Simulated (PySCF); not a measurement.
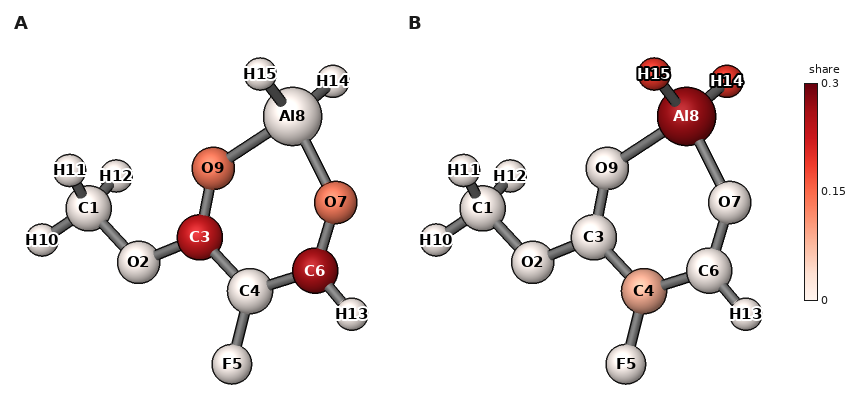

Each panel colours the atoms by their Löwdin share in one orbital (up to four of the largest shares; other atoms are shown as zero). The computed structure is the end point of a GFN2-xTB optimisation. No frequency run is at hand to confirm it as a minimum. Computed with B3LYP/def2-SVPD (PySCF 2.14.0).

The panels show the HOMO−1, LUMO, in some order. Which is which?

A: LUMO, −2.28 eV; C6 0.25, C3 0.22, O9 0.14, O7 0.13
B: HOMO−1, −7.88 eV; Al8 0.26, H15 0.19, H14 0.19, C4 0.08

The geometry is semi-empirical. Around Al such bond lengths and angles can be off by a tenth of an ångström or more and by several degrees, and values that hang on the shape move with them.
